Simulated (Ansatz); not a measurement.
# SnH2 (triplet): one geometry, many settings at scale of all distances = 1.136

What do other methods and options give for SnH2 (triplet) at this geometry, and how long do they take?

The runs use Ansatz 0.2.0, Gaussian basis; the settings change from run to run.

15 further runs of the same task are left out: 7 that didn't finish, 8 set aside as unsound or not needed.

**1. The geometry**

The geometry derives from a PBE0/def2-TZVP stationary point (not a proven minimum). All distances are scaled together. No spin-orbit coupling is included. Elements past krypton take def2 core potentials.

3 atoms, charge 0, spin multiplicity 3.

Atoms are counted from 1 here; the program's logs count them from 0.

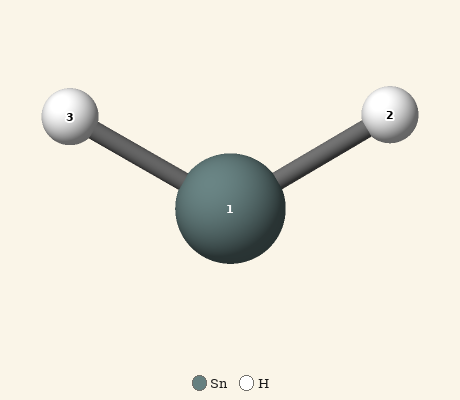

The structure; tin teal, hydrogen white; atoms are numbered from 1 in the order of the file.

**2. MP2 on ROHF/def2-SVP**

The input, in.yaml:

```yaml
crystal:
  periodic: [false, false, false]
  atoms:
    - {symbol: Sn, position_ang: [0.000000, -0.016348, 0.000000]}
    - {symbol: H, position_ang: [0.000000, 0.962707, -1.684407]}
    - {symbol: H, position_ang: [0.000000, 0.962707, 1.684407]}
basis:
  gaussian: {orbitals: def2-SVP}
magnetization: {spin_polarized: false, initial_magnetization: 2}
hamiltonian: {pseudopotentials: {relativity: scalar}}
correlation: {method: mp2, electrons: outside_noble_gas}
```

Run with:

```console
ansatz run in.yaml --threads 1 --pin off --events-out ev --progress --plain --max-ram 2393MiB
```

Log:

```text
Functional definition: HF
  name "HF"
  cite "Fock, Z. Phys. 61, 126 (1930) doi:10.1007/BF01340294"
  parent pbe
  exchange = exact_x
  correlation = 0
444 factors; integrals over basis functions are off by at most 6.4e-4 eV
mean field evaluation 1: about -5834.1881 eV, gradient 5.9e0 eV
mean field evaluation 2: about -5834.2109 eV, gradient 5.9e0 eV
mean field evaluation 4: about -5834.6837 eV, gradient 1.0e0 eV
mean field evaluation 8: about -5834.7040 eV, gradient 8.1e-2 eV
mean field -5834.70424257 eV, -214.4214260099 hartree, gradient 1.3e-6 eV, S^2 2.000000; 0 other end points of the search recorded, 0 dependent functions left out
mean field evaluation 16: about -5834.2612 eV, gradient 5.3e0 eV
mean field evaluation 32: about -5834.4371 eV, gradient 2.0e0 eV
9 core orbitals not correlated: weight in the atoms' cores, before any rotation towards them, 1.000 or more for the frozen orbitals, at most 0.000 for the correlated occupied ones
reference -5834.70424257 eV, -214.4214260099 hartree; 4, 2 occupied and 23, 25 virtual orbitals, 444 factors
second order -1.78255555 eV of doubles, -0.03540805 eV of singles
Total energy: -5836.52220617 eV, -214.4882349400 hartree
Relativity: scalar
```

Wall time 0.36 s (1 thread of Arm Neoverse V2, shared host).

**3. HF/def2-SVP**

The input, in.yaml:

```yaml
crystal:
  periodic: [false, false, false]
  atoms:
    - {symbol: Sn, position_ang: [0.000000, -0.016348, 0.000000]}
    - {symbol: H, position_ang: [0.000000, 0.962707, -1.684407]}
    - {symbol: H, position_ang: [0.000000, 0.962707, 1.684407]}
basis:
  gaussian: {orbitals: def2-SVP}
magnetization: {spin_polarized: true, initial_magnetization: 2}
hamiltonian: {xc: hf}
scf: {lower_state_search: light}
output: {forces: true, orbitals: {seedname: orbitals}}
```

The command is unchanged.

Log, cut to the lines that bear on the results:

```text
Functional definition: HF
  name "HF"
  cite "Fock, Z. Phys. 61, 126 (1930) doi:10.1007/BF01340294"
  parent pbe
[...]
444 factors; integrals over basis functions are off by at most 6.4e-4 eV
[...]
mean field -5834.79959041 eV, -214.4249299783 hartree, gradient 6.9e-5 eV, S^2 2.018855; 0 other end points of the search recorded, 0 dependent functions left out
[...]
reference -5834.79959041 eV, -214.4249299783 hartree; 13, 11 occupied and 23, 25 virtual orbitals, 444 factors
Total energy: -5834.79959041 eV, -214.4249299783 hartree
Atom 0 at     0.000000    -0.016348     0.000000 Å, force    -0.000000     1.876802     0.000000 eV/Å
Atom 1 at     0.000000     0.962707    -1.684407 Å, force     0.000000    -0.938401     1.742956 eV/Å
Atom 2 at     0.000000     0.962707     1.684407 Å, force     0.000000    -0.938401    -1.742956 eV/Å
Dipole moment:    -0.000000    -0.177516    -0.000000 e Å
```

Run time: 0.42 s. Hardware: 1 thread of Arm Neoverse V2, shared host.

From the report: ⟨S²⟩ of the determinant 2.019 (pure triplet: 2.00).

**4. NEVPT2(2,9)/def2-SVP**

The input, in.yaml:

```yaml
crystal:
  periodic: [false, false, false]
  atoms:
    - {symbol: Sn, position_ang: [0.000000, -0.016348, 0.000000]}
    - {symbol: H, position_ang: [0.000000, 0.962707, -1.684407]}
    - {symbol: H, position_ang: [0.000000, 0.962707, 1.684407]}
basis:
  gaussian: {orbitals: def2-SVP}
magnetization: {spin_polarized: false, initial_magnetization: 2}
correlation: {method: sc_nevpt2, electrons: outside_noble_gas, active_space: {window: {electrons: 2, orbitals: 9}, states: [{multiplicity: 3, weights: [0.5, 1, 1, 1]}], root: 1}}
accuracy: high
```

The command is unchanged.

Log, cut to the lines that bear on the results:

```text
Functional definition: HF
  name "HF"
  cite "Fock, Z. Phys. 61, 126 (1930) doi:10.1007/BF01340294"
  parent pbe
[...]
818 factors; integrals over basis functions are off by at most 3.0e-9 eV
[...]
mean field -5834.70412407 eV, -214.4214216551 hartree, gradient 2.7e-8 eV, S^2 2.000000; 0 other end points of the search recorded, 0 dependent functions left out
reference -5834.70412407 eV, -214.4214216551 hartree; 13, 11 occupied and 23, 25 virtual orbitals, 818 factors
state -5834.58346452 eV, -214.4169874984 hartree
state -5831.72627909 eV, -214.3119878705 hartree
state -5830.54159422 eV, -214.2684515044 hartree
state -5829.29153426 eV, -214.2225126485 hartree
state -5834.58346452 eV, -214.4169874984 hartree; corrected -5836.49202501 eV, -214.4871258029 hartree
state -5831.72627909 eV, -214.3119878705 hartree; corrected -5833.73251537 eV, -214.3857156939 hartree
state -5830.54159422 eV, -214.2684515044 hartree; corrected -5832.45017825 eV, -214.3385906738 hartree
state -5829.29153426 eV, -214.2225126485 hartree; corrected -5831.43369013 eV, -214.3012354245 hartree
Total energy: -5833.73251537 eV, -214.3857156939 hartree
```

It took 2 s on 1 thread of Arm Neoverse V2, shared host.

From the report: 20 determinants; active occupations (of the averaged states) 0.71, 0.57, 0.43, 0.29, 0.00, 0.00, 0.00, 0.00, 0.00.

**5. CCSDT(Q)/B on ROHF/def2-SVP**

The input, in.yaml:

```yaml
crystal:
  periodic: [false, false, false]
  atoms:
    - {symbol: Sn, position_ang: [0.000000, -0.016348, 0.000000]}
    - {symbol: H, position_ang: [0.000000, 0.962707, -1.684407]}
    - {symbol: H, position_ang: [0.000000, 0.962707, 1.684407]}
basis:
  gaussian: {orbitals: def2-SVP}
magnetization: {spin_polarized: false, initial_magnetization: 2}
correlation: {method: ccsdt_q_b, electrons: outside_noble_gas}
scf: {omitted_lower_state_checks: [cluster_reference]}
```

Launched as before.

Log, cut to the lines that bear on the results:

```text
Functional definition: HF
  name "HF"
  cite "Fock, Z. Phys. 61, 126 (1930) doi:10.1007/BF01340294"
  parent pbe
[...]
762 factors; integrals over basis functions are off by at most 1.1e-7 eV
[...]
mean field -5834.70412404 eV, -214.4214216540 hartree, gradient 1.7e-6 eV, S^2 2.000000; 0 other end points of the search recorded, 0 dependent functions left out
9 core orbitals not correlated: weight in the atoms' cores, before any rotation towards them, 1.000 or more for the frozen orbitals, at most 0.000 for the correlated occupied ones
reference -5834.70412404 eV, -214.4214216540 hartree; 4, 2 occupied and 23, 25 virtual orbitals, 762 factors
second order -1.78249187 eV of doubles, -0.03540658 eV of singles
cycle   1  -2.22464030 eV  change   -4.1e-1 eV  update   6.7e-2
[...]
cycle  15  -2.54101249 eV  change   -1.0e-7 eV  update   2.7e-7
perturbative correction -0.00143110 eV, -0.0000525919 hartree
Total energy: -5837.24656763 eV, -214.5148547326 hartree
Checks for a lower state left out: cluster_reference
```

Run time: 3 s. Hardware: 1 thread of Arm Neoverse V2, shared host.

From the report: correlation -2.5424 eV; T1 0.026; largest double amplitude 0.09.

**6. CCSD(T) on UHF/def2-SVP**

The input, in.yaml:

```yaml
crystal:
  periodic: [false, false, false]
  atoms:
    - {symbol: Sn, position_ang: [0.000000, -0.016348, 0.000000]}
    - {symbol: H, position_ang: [0.000000, 0.962707, -1.684407]}
    - {symbol: H, position_ang: [0.000000, 0.962707, 1.684407]}
basis:
  gaussian: {orbitals: def2-SVP}
magnetization: {spin_polarized: true, initial_magnetization: 2}
correlation: {method: ccsd_t, electrons: all}
```

The command is unchanged.

Log, cut to the lines that bear on the results:

```text
Functional definition: HF
  name "HF"
  cite "Fock, Z. Phys. 61, 126 (1930) doi:10.1007/BF01340294"
  parent pbe
[...]
444 factors; integrals over basis functions are off by at most 6.4e-4 eV
[...]
mean field -5834.79959041 eV, -214.4249299783 hartree, gradient 2.8e-6 eV, S^2 2.018855; 4 other end points of the search recorded, 0 dependent functions left out
determinant -5834.79959041 eV, -214.4249299783 hartree, with singles and doubles -5838.28024451 eV, -214.5528416574 hartree
determinant -5832.14548497 eV, -214.3273934026 hartree, with singles and doubles -5835.61804819 eV, -214.4550077471 hartree
determinant -5831.90484542 eV, -214.3185500622 hartree, with singles and doubles -5835.39187871 eV, -214.4466961721 hartree
reference -5834.79959041 eV, -214.4249299783 hartree; 13, 11 occupied and 23, 25 virtual orbitals, 444 factors
second order -2.83654447 eV of doubles, -0.00000000 eV of singles
cycle   1  -3.48061814 eV  change    3.6e-5 eV  update   4.3e-4
[...]
cycle   6  -3.48064008 eV  change   -1.2e-5 eV  update   4.2e-6
perturbative correction -0.10150486 eV, -0.0037302347 hartree
Total energy: -5838.38173535 eV, -214.5565713767 hartree
```

It took 2.4 s on 1 thread of Arm Neoverse V2, shared host.

From the report: ⟨S²⟩ of the determinant 2.019 (pure triplet: 2.00); correlation -3.5821 eV; T1 0.013; largest double amplitude 0.08.

**7. CCSD(T) on ROHF/def2-mTZVP**

The input, in.yaml:

```yaml
crystal:
  periodic: [false, false, false]
  atoms:
    - {symbol: Sn, position_ang: [0.000000, -0.016348, 0.000000]}
    - {symbol: H, position_ang: [0.000000, 0.962707, -1.684407]}
    - {symbol: H, position_ang: [0.000000, 0.962707, 1.684407]}
basis:
  gaussian: {orbitals: def2-mTZVP}
magnetization: {spin_polarized: false, initial_magnetization: 2}
correlation: {method: ccsd_t, electrons: outside_noble_gas}
scf: {lower_state_search: full}
output: {forces: true}
```

Launched as before.

Log, cut to the lines that bear on the results:

```text
Functional definition: HF
  name "HF"
  cite "Fock, Z. Phys. 61, 126 (1930) doi:10.1007/BF01340294"
  parent pbe
[...]
504 factors; integrals over basis functions are off by at most 1.6e-4 eV
[...]
mean field -5834.73530041 eV, -214.4225673643 hartree, gradient 1.8e-6 eV, S^2 2.000000; 5 other end points of the search recorded, 0 dependent functions left out
[...]
determinant -5834.73530041 eV, -214.4225673643 hartree, with singles and doubles -5837.00853663 eV, -214.5061072548 hartree
determinant -5831.83358588 eV, -214.3159313222 hartree, with singles and doubles -5834.46953287 eV, -214.4128005876 hartree
9 core orbitals not correlated: weight in the atoms' cores, before any rotation towards them, 1.000 or more for the frozen orbitals, at most 0.000 for the correlated occupied ones
reference -5834.73530041 eV, -214.4225673643 hartree; 4, 2 occupied and 29, 31 virtual orbitals, 504 factors
second order -1.57271807 eV of doubles, -0.03544917 eV of singles
cycle   1  -2.26265486 eV  change   -9.6e-2 eV  update   1.7e-2
[...]
cycle  11  -2.27821714 eV  change   -1.9e-7 eV  update   6.7e-7
perturbative correction -0.07183280 eV, -0.0026398066 hartree
[...]
Total energy: -5837.08535035 eV, -214.5089301067 hartree
Atom 0 at     0.000000    -0.016348     0.000000 Å, force    -0.000000     1.329228     0.000000 eV/Å
Atom 1 at     0.000000     0.962707    -1.684407 Å, force     0.000000    -0.664614     1.230078 eV/Å
Atom 2 at     0.000000     0.962707     1.684407 Å, force     0.000000    -0.664614    -1.230078 eV/Å
Dipole moment:     0.000000    -0.098194    -0.000000 e Å
```

Run time: 2.1 s. Hardware: 1 thread of Arm Neoverse V2, shared host.

From the report: correlation -2.3500 eV; T1 0.030; largest double amplitude 0.08.

**8. CCSD on UHF/def2-SVP**

The input, in.yaml:

```yaml
crystal:
  periodic: [false, false, false]
  atoms:
    - {symbol: Sn, position_ang: [0.000000, -0.016348, 0.000000]}
    - {symbol: H, position_ang: [0.000000, 0.962707, -1.684407]}
    - {symbol: H, position_ang: [0.000000, 0.962707, 1.684407]}
basis:
  gaussian: {orbitals: def2-SVP}
magnetization: {spin_polarized: true, initial_magnetization: 2}
correlation: {method: ccsd, electrons: valence}
output: {forces: true}
```

Same command.

Log, cut to the lines that bear on the results:

```text
Functional definition: HF
  name "HF"
  cite "Fock, Z. Phys. 61, 126 (1930) doi:10.1007/BF01340294"
  parent pbe
[...]
444 factors; integrals over basis functions are off by at most 6.4e-4 eV
[...]
mean field -5834.79959041 eV, -214.4249299783 hartree, gradient 2.8e-6 eV, S^2 2.018855; 4 other end points of the search recorded, 0 dependent functions left out
determinant -5834.79959041 eV, -214.4249299783 hartree, with singles and doubles -5837.82694512 eV, -214.5361832118 hartree
determinant -5832.14548497 eV, -214.3273934026 hartree, with singles and doubles -5835.16353881 eV, -214.4383048354 hartree
determinant -5831.90484542 eV, -214.3185500622 hartree, with singles and doubles -5834.93773111 eV, -214.4300065556 hartree
4 core orbitals not correlated: weight in the atoms' cores, before any rotation towards them, 1.000 or more for the frozen orbitals, at most 0.000 for the correlated occupied ones
reference -5834.79959041 eV, -214.4249299783 hartree; 9, 7 occupied and 23, 25 virtual orbitals, 444 factors
second order -2.36623933 eV of doubles, -0.00000000 eV of singles
cycle   1  -3.02736493 eV  change   -1.0e-5 eV  update   4.2e-4
[...]
cycle   9  -3.02738348 eV  change    2.3e-7 eV  update   1.6e-7
[...]
Total energy: -5837.82697389 eV, -214.5361842692 hartree
Atom 0 at     0.000000    -0.016348     0.000000 Å, force    -0.000000     1.665697    -0.000000 eV/Å
Atom 1 at     0.000000     0.962707    -1.684407 Å, force    -0.000000    -0.832848     1.543728 eV/Å
Atom 2 at     0.000000     0.962707     1.684407 Å, force     0.000000    -0.832848    -1.543728 eV/Å
Dipole moment:     0.000000    -0.120014     0.000000 e Å
```

Run time: 2.6 s. Hardware: 1 thread of Arm Neoverse V2, shared host.

From the report: ⟨S²⟩ of the determinant 2.019 (pure triplet: 2.00); correlation -3.0274 eV; T1 0.015; largest double amplitude 0.08.

**9. CCSDT(Q)/B/def2-SVP**

The input, in.yaml:

```yaml
crystal:
  periodic: [false, false, false]
  atoms:
    - {symbol: Sn, position_ang: [0.000000, -0.016348, 0.000000]}
    - {symbol: H, position_ang: [0.000000, 0.962707, -1.684407]}
    - {symbol: H, position_ang: [0.000000, 0.962707, 1.684407]}
basis:
  gaussian: {orbitals: def2-SVP}
magnetization: {spin_polarized: false, initial_magnetization: 2}
hamiltonian: {xc: {name: PBE0}}
correlation: {method: ccsdt_q_b, electrons: outside_noble_gas}
scf: {omitted_lower_state_checks: [cluster_reference]}
```

The command is unchanged.

Log, cut to the lines that bear on the results:

```text
Functional definition: PBE0
  name "PBE0"
  cite "Adamo & Barone, J. Chem. Phys. 110, 6158 (1999) doi:10.1063/1.478522"
  cite "Perdew, Burke & Ernzerhof, Phys. Rev. Lett. 77, 3865 (1996) doi:10.1103/PhysRevLett.77.3865"
  parent pbe
[...]
762 factors; integrals over basis functions are off by at most 1.1e-7 eV
[...]
mean field -5861.12694792 eV, -215.3924425216 hartree, gradient 4.0e-6 eV, S^2 2.000000; 0 other end points of the search recorded, 0 dependent functions left out
9 core orbitals not correlated: weight in the atoms' cores, before any rotation towards them, 0.999 or more for the frozen orbitals, at most 0.000 for the correlated occupied ones
reference -5834.37947955 eV, -214.4094911890 hartree; 4, 2 occupied and 23, 25 virtual orbitals, 762 factors
second order -1.94097045 eV of doubles, -0.20781261 eV of singles
cycle   1  -2.51530892 eV  change   -3.7e-1 eV  update   6.2e-2
[...]
cycle  15  -2.78573994 eV  change    1.2e-7 eV  update   2.0e-7
perturbative correction -0.00174833 eV, -0.0000642498 hartree
Total energy: -5837.16696781 eV, -214.5119294931 hartree
Checks for a lower state left out: cluster_reference
```

Run time: 3.7 s. Hardware: 1 thread of Arm Neoverse V2, shared host.

From the report: correlation -2.7875 eV; T1 0.029; largest double amplitude 0.09. The orbitals are Kohn-Sham ones, so correlation energy and T1 don't compare with those on Hartree-Fock orbitals.

**10. CASSCF(4,3)/def2-SVP**

in.yaml, as its differences from that of step 9:

```diff
@@ -9,4 +9,2 @@
 magnetization: {spin_polarized: false, initial_magnetization: 2}
-hamiltonian: {xc: {name: PBE0}}
-correlation: {method: ccsdt_q_b, electrons: outside_noble_gas}
-scf: {omitted_lower_state_checks: [cluster_reference]}
+correlation: {active_space: {window: {electrons: 4, orbitals: 3}, states: [{multiplicity: 3, weights: [1, 1]}]}}
```

Same command.

Log:

```text
Functional definition: HF
  name "HF"
  cite "Fock, Z. Phys. 61, 126 (1930) doi:10.1007/BF01340294"
  parent pbe
  exchange = exact_x
  correlation = 0
762 factors; integrals over basis functions are off by at most 1.1e-7 eV
mean field evaluation 1: about -5834.1872 eV, gradient 5.8e0 eV
mean field evaluation 2: about -5834.2106 eV, gradient 5.9e0 eV
mean field evaluation 4: about -5834.6833 eV, gradient 1.0e0 eV
mean field evaluation 8: about -5834.7039 eV, gradient 7.2e-2 eV
mean field -5834.70412404 eV, -214.4214216540 hartree, gradient 1.7e-6 eV, S^2 2.000000; 0 other end points of the search recorded, 0 dependent functions left out
reference -5834.70412404 eV, -214.4214216540 hartree; 13, 11 occupied and 23, 25 virtual orbitals, 762 factors
state -5834.52787591 eV, -214.4149446546 hartree
state -5830.86368316 eV, -214.2802880546 hartree
Total energy: -5832.69577953 eV, -214.3476163546 hartree
```

Run time: 0.66 s. Hardware: 1 thread of Arm Neoverse V2, shared host.

From the report: 9 determinants; active occupations (of the averaged states) 1.50, 1.50, 1.00.

**11. The runs in one table**

Where basis and cores are those of an earlier FCI/def2-SVP run (-5837.2462 eV), and the state is the same kind, the miss against it is given.

```csv
level,correlated,functions,energy (eV),from FCI (meV),time
MP2 on ROHF/def2-SVP (relativity set),outside noble gas,36,-5836.5222,,0.36 s
HF/def2-SVP,,36,-5834.7996,2446.6,0.42 s
"NEVPT2(2,9)/def2-SVP (excited root 1 of an average)",outside noble gas,36,-5833.7325,,2 s
CCSDT(Q)/B on ROHF/def2-SVP,outside noble gas,36,-5837.2466,-0.4,3 s
CCSD(T) on UHF/def2-SVP,all,36,-5838.3817,,2.4 s
CCSD(T) on ROHF/def2-mTZVP,outside noble gas,42,-5837.0854,,2.1 s
CCSD on UHF/def2-SVP,valence,36,-5837.8270,,2.6 s
CCSDT(Q)/B/def2-SVP (on PBE0 orbitals),outside noble gas,36,-5837.1670,79.2,3.7 s
"CASSCF(4,3)/def2-SVP (mean of several states)",,36,-5832.6958,,0.66 s
```

**12. What came out**

| quantity | value |
| --- | --- |
| runs | 9 |
| quickest | MP2 on ROHF/def2-SVP (relativity set), 0.36 s |
| slowest | CCSDT(Q)/B/def2-SVP (on PBE0 orbitals), 3.7 s |

Total energies in different bases, with other cores or another treatment of relativity can't be set against each other. CCSDT(Q)/B/def2-SVP (on PBE0 orbitals) took 10 times as long as MP2 on ROHF/def2-SVP (relativity set); the jobs differ in more than the method. Among the correlated runs with a miss given, it spans -0 to +79 meV. Hartree-Fock, CASSCF and CASCI lack dynamic correlation by design. Cores frozen from Kohn-Sham orbitals shift the total energy.
